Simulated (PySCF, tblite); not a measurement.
# C6H4ClFO+ (doublet): geometry, infrared bands and EPR parameters

Wanted: the infrared bands and EPR parameters of C6H4ClFO+ (doublet) (`O[C+]1[C](F)C=CC=C1Cl`), by calculation.

Computed with tblite 0.8.0 and PySCF 2.14.0, with density-fitted response routines of our own, on a single molecule in the gas phase. Atoms count from 0, in the outputs and in this text.

### 1 The molecule as given

13 atoms, charge 1, multiplicity 2; geometry from: force field or distance geometry start.

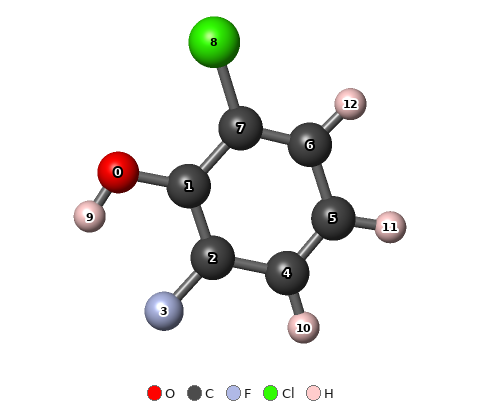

The starting geometry (oxygen red, carbon dark grey, fluorine light blue, chlorine green, hydrogen pink), atoms numbered.

### 2 Geometry optimisation with GFN2-xTB

Job settings and geometry (Å):

```
{"job": {"kind": "relax", "xc": "GFN2-xTB", "basis": "xTB"}, "charge": 1, "multiplicity": 2}
O     -1.093300     2.215100     0.295700
C     -0.465100     1.020000     0.124500
C     -1.231500    -0.191500    -0.007300
F     -2.585700    -0.118800     0.005100
C     -0.579900    -1.462800    -0.174900
C      0.764300    -1.486300    -0.204600
C      1.564800    -0.257900    -0.058100
C      0.993700     0.953700     0.112300
Cl     1.942600     2.368400     0.280200
H     -2.073200     2.106000     0.298600
H     -1.184500    -2.356200    -0.291300
H      1.303800    -2.423800    -0.326900
H      2.639600    -0.365500    -0.071100
```

Run with:

```sh
OMP_NUM_THREADS=1 python probes_run.py task.json out
```

One launch serves the whole session: the jobs run in the order shown.

Log:

```text
step      E/eV     max force
  0    -754.12095    3.570
  1    -754.46499    1.001
  2    -754.50120    0.618
  3    -754.53603    0.474
  4    -754.54601    0.306
  5    -754.55041    0.201
  6    -754.55348    0.185
  7    -754.55692    0.186
  8    -754.55895    0.135
  9    -754.55971    0.076
 10    -754.56012    0.053
 11    -754.56057    0.060
 12    -754.56102    0.052
 13    -754.56126    0.034
 14    -754.56135    0.018
 15    -754.56139    0.019
 16    -754.56143    0.017
 17    -754.56146    0.017
 18    -754.56150    0.017
 19    -754.56152    0.015
 20    -754.56154    0.011
 21    -754.56155    0.007
```

Wall time 0.13 s (1 thread of Arm Neoverse V2, shared host).

Along the way:

```csv
step,energy from step 0 (eV),largest force (eV/Å)
0,0.0000,3.5701
1,-0.3440,1.0009
2,-0.3803,0.6183
3,-0.4151,0.4742
4,-0.4251,0.3062
5,-0.4295,0.2011
6,-0.4325,0.1850
7,-0.4360,0.1861
8,-0.4380,0.1353
9,-0.4388,0.0764
10,-0.4392,0.0526
11,-0.4396,0.0603
12,-0.4401,0.0519
13,-0.4403,0.0344
14,-0.4404,0.0183
15,-0.4404,0.0194
16,-0.4405,0.0165
17,-0.4405,0.0171
18,-0.4406,0.0171
19,-0.4406,0.0148
20,-0.4406,0.0114
21,-0.4406,0.0073
```

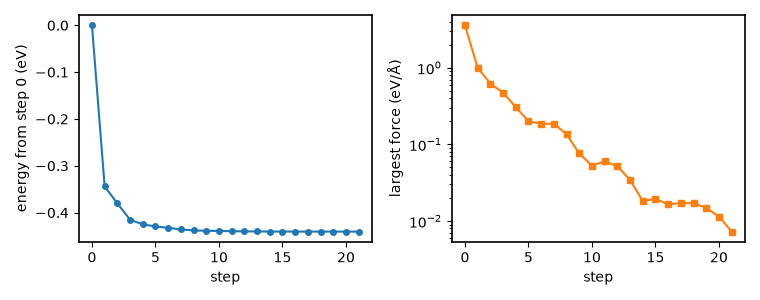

Energy and force, step by step.

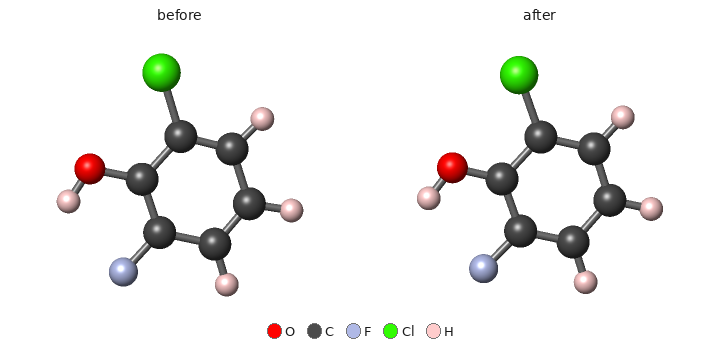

The geometry before (left) and after (right).

Distances of close pairs at the start and the end, largest changes first:

```csv
bond,before (Å),after (Å),change (Å)
C5–C6,1.474,1.382,-0.092
C2–C4,1.438,1.369,-0.070
C4–C5,1.345,1.409,+0.064
O0–C1,1.361,1.299,-0.062
C6–C7,1.350,1.392,+0.042
C7–Cl8,1.712,1.688,-0.024
C2–F3,1.356,1.334,-0.022
C1–C2,1.440,1.421,-0.018
```

The next job starts from the end point, and lists it.

### 3 Harmonic vibrations with GFN2-xTB

Job settings and geometry (Å):

```
{"job": {"kind": "ir", "xc": "GFN2-xTB", "basis": "xTB"}, "charge": 1, "multiplicity": 2}
O     -1.058791     2.163141     0.288912
C     -0.488731     1.005918     0.133065
C     -1.215680    -0.206269    -0.015087
F     -2.543967    -0.089447     0.013783
C     -0.594904    -1.415206    -0.176687
C      0.813244    -1.460848    -0.197582
C      1.571364    -0.313737    -0.058834
C      0.954892     0.923262     0.106232
Cl     1.827217     2.357687     0.280189
H     -2.036707     2.133161     0.296263
H     -1.183929    -2.313953    -0.285407
H      1.302555    -2.415004    -0.325003
H      2.649048    -0.368220    -0.077572
```

Log:

```text
mode    cm-1     km/mol
  1      97.3      1.05
  2     192.8      5.44
  3     210.8      0.29
  4     269.2     12.43
  5     275.2      0.63
  6     372.1      2.89
  7     403.3      6.43
  8     445.6      2.03
  9     493.6     32.70
 10     532.4     11.92
 11     634.3     10.38
 12     634.5    124.11
 13     688.2     11.93
 14     802.1     76.67
 15     814.8      8.88
 16     887.8      6.64
 17     888.4     51.87
 18     912.1      4.29
 19    1050.4     52.47
 20    1074.7     39.78
 21    1154.6     20.29
 22    1187.1     86.81
 23    1210.7     49.19
 24    1276.5     41.78
 25    1318.1     73.57
 26    1387.3    238.42
 27    1433.8    374.72
 28    1467.8     28.89
 29    1553.5     57.02
 30    3095.3      0.79
 31    3102.2     25.26
 32    3108.5     47.22
 33    3302.9    251.44
```

Wall time 0.38 s (1 thread of Arm Neoverse V2, shared host).

The strongest bands and the atoms that carry them (share of the mass-weighted mode):

```csv
cm⁻¹,km/mol,atoms
634,124.1,"H9 75 %, C7 11 %"
802,76.7,"H11 38 %, H12 22 %, H10 20 %, C5 12 %"
1187,86.8,"H9 31 %, H12 22 %, H10 11 %, C7 10 %"
1318,73.6,"C1 39 %, C2 21 %"
1387,238.4,"C6 49 %, C2 13 %, C7 12 %, H12 11 %"
1434,374.7,"C1 51 %, O0 15 %, C2 12 %, C5 11 %"
1554,57.0,"C4 38 %, C2 37 %"
3303,251.4,H9 94 %
```

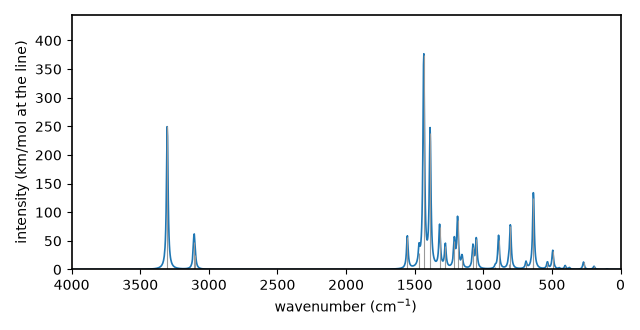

The infrared spectrum from these modes, unscaled. Lines are broadened to a width of 14 cm⁻¹ (Lorentzian).

### 4 g tensor and hyperfine couplings: B3LYP/pcH-1

Same as in step 3 but for these lines:

```diff
@@ -1,2 +1,2 @@
-{"job": {"kind": "ir", "xc": "GFN2-xTB", "basis": "xTB"}, "charge": 1, "multiplicity": 2}
+{"job": {"kind": "epr", "basis": "pcH-1"}, "charge": 1, "multiplicity": 2}
 O     -1.058791     2.163141     0.288912
```

Level: UKS B3LYP, pcH-1 on C Cl F H O, non-relativistic, mean-field spin-orbit, GIAO.

Log:

```text
UKS, coarse grid
  cycle   1  E = -865.87936764  |g| = 5.83e-01
  cycle   2  E = -865.53412420  |g| = 1.11e+00
  cycle   3  E = -866.00620140  |g| = 8.28e-02
  cycle   4  E = -866.00767491  |g| = 6.11e-02
  cycle   5  E = -866.00921966  |g| = 1.47e-02
  cycle   6  E = -866.00931957  |g| = 5.18e-03
  cycle   7  E = -866.00933803  |g| = 2.81e-03
  cycle   8  E = -866.00934749  |g| = 1.72e-03
  cycle   9  E = -866.00935097  |g| = 8.75e-04
UKS, final grid
  cycle   1  E = -866.00933286  |g| = 1.40e-03
  cycle   2  E = -866.00933019  |g| = 2.79e-03
  cycle   3  E = -866.00933445  |g| = 3.35e-04
  cycle   4  E = -866.00933461  |g| = 1.87e-04
  cycle   5  E = -866.00933490  |g| = 1.17e-04
  cycle   6  E = -866.00933492  |g| = 4.19e-05
  cycle   7  E = -866.00933492  |g| = 2.20e-05
E = -866.00933492 Eh   <S^2> = 0.7609 (exact 0.7500)
g shifts (ppm)      1          2          3
  rmc          -216       -216       -216
  gc             -4         49         46
  oz_so        -170       5630       9656
  total        -389       5464       9486
hyperfine (MHz)  atom isotope    a_iso     a_fc   dipolar eigenvalues
    0   17O     -20.03     -20.07    -70.15     34.35     35.80
    1   13C       8.31       8.51    -26.13    -24.57     50.70
    2   13C      -6.91      -6.93     -5.45     -3.68      9.13
    3   19F      10.16       9.63    -30.57    -29.20     59.77
    4   13C      -7.18      -7.18     -2.88     -2.52      5.40
    5   13C      22.56      22.69    -24.19    -22.74     46.93
    6   13C     -19.73     -19.77    -13.88      6.47      7.42
    7   13C      11.37      11.01    -19.82    -17.62     37.44
    8  35Cl       5.83       4.95    -25.31    -23.03     48.34
    9    1H     -15.68     -15.70    -14.49     -7.42     21.90
   10    1H      -2.68      -2.68     -2.73     -2.30      5.03
   11    1H     -19.85     -19.84    -11.60     -1.78     13.38
   12    1H       4.62       4.60     -2.80      0.05      2.76
```

Wall time 95 s (1 thread of Arm Neoverse V2, shared host); peak memory 1.1 GiB.

Principal g values 2.00193, 2.00778, 2.01181; g(iso) = 2.00717, against 2.00232 for a free electron.

Hyperfine couplings, nucleus by nucleus at this fixed geometry (no averaging over rotations):

```csv
nuclei,isotope,a(iso) (MHz),"a(iso) (G, at g = 2.0023)",largest dipolar term (MHz)
C5,13C,22.6,8.1,46.9
O0,17O,-20.0,-7.1,-70.1
H11,1H,-19.8,-7.1,13.4
C6,13C,-19.7,-7.0,-13.9
H9,1H,-15.7,-5.6,21.9
C7,13C,11.4,4.1,37.4
F3,19F,10.2,3.6,59.8
C1,13C,8.3,3.0,50.7
C4,13C,-7.2,-2.6,5.4
C2,13C,-6.9,-2.5,9.1
Cl8,35Cl,5.8,2.1,48.3
H12,1H,4.6,1.6,-2.8
H10,1H,-2.7,-1.0,5.0
```

Mulliken spin populations:

O0 0.19; C1 0.27; C2 0.03; F3 0.01; C4 0.02; C5 0.30; C6 -0.11; C7 0.19; Cl8 0.12; H9 -0.01; H10 0.00; H11 -0.01; H12 0.00

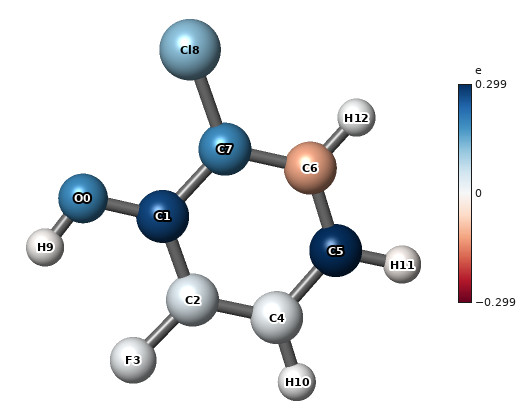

Mulliken spin populations, as colours on the atoms.

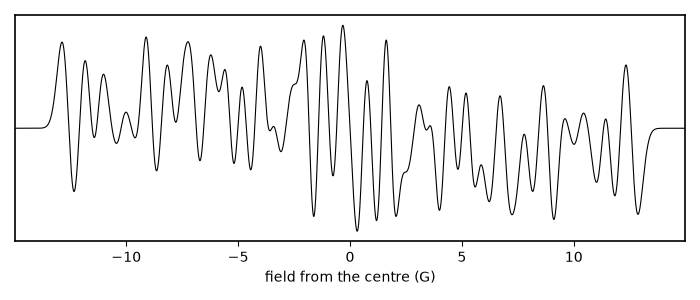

First-order isotropic spectrum (first derivative, main isotopes with spin only, couplings over 0.8 MHz, Gaussian width 0.3 G; couplings of the frozen geometry, rotation of groups not averaged beyond the rows shown).

Orbitals, density, ELF and potential are computed afterwards from the orbital file.

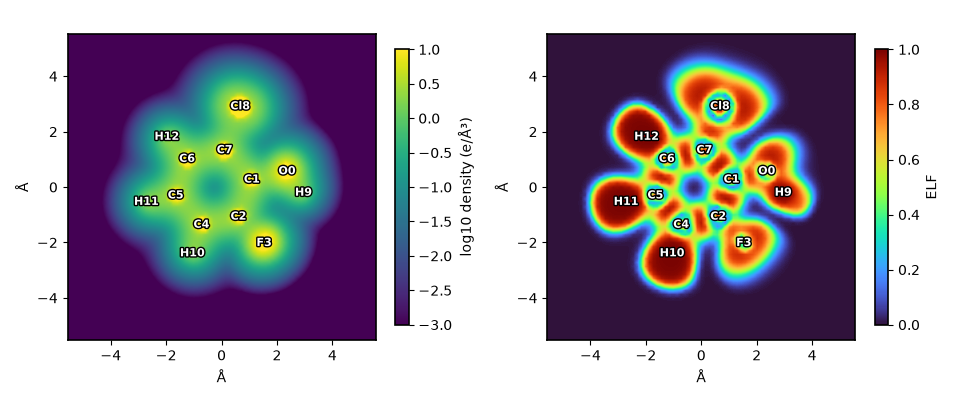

Density (left) and ELF (right) in a plane through or near 13 of the atoms.

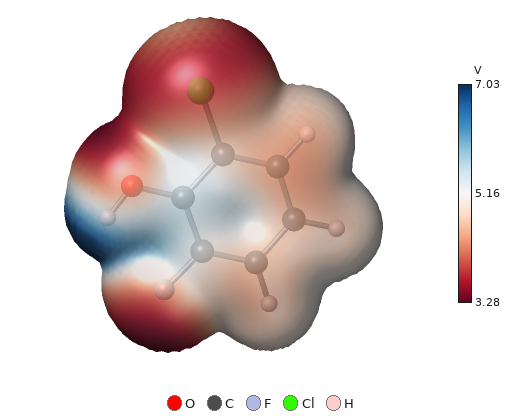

Electrostatic potential on the surface of density 0.002 e/bohr³; red is low, blue high. It runs from 3.28 V near F3 to 7.03 V near H9.

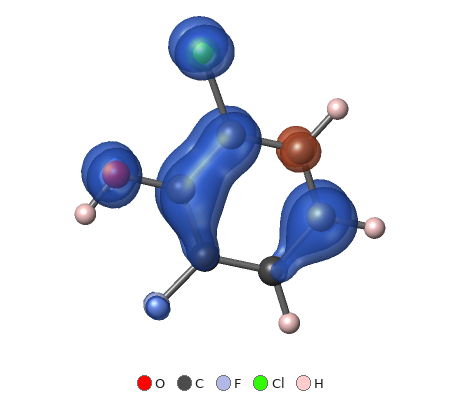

Spin density at ±0.03 e/Å³ (alpha excess blue, beta excess red).

### 5 Summary of results

| quantity | value |
| --- | --- |
| strongest single infrared mode (GFN2-xTB) | 1434 cm⁻¹, 375 km/mol |
| zero-point energy (GFN2-xTB) | 51.9 kcal/mol |
| g(iso) (B3LYP) | 2.00717 |
| ⟨S²⟩ | 0.761 (exact 0.75) |
| largest a(iso) | 13C on C5, 22.6 MHz |

Relaxing lowered the energy by 0.441 eV in 21 steps; the close pair that moved most is C5–C6, from 1.474 to 1.382 Å. No mode is imaginary among the 33: a minimum at this level. The strongest single mode, at 1434 cm⁻¹, moves mainly C1. GFN2-xTB is a fitted tight-binding method: band positions and strengths are rough. Its intensities can rank the bands wrongly. The largest spin populations lie on C5 (0.30 e), C1 (0.27 e). The isotropic g lies 4.9 ppt above the free-electron value.
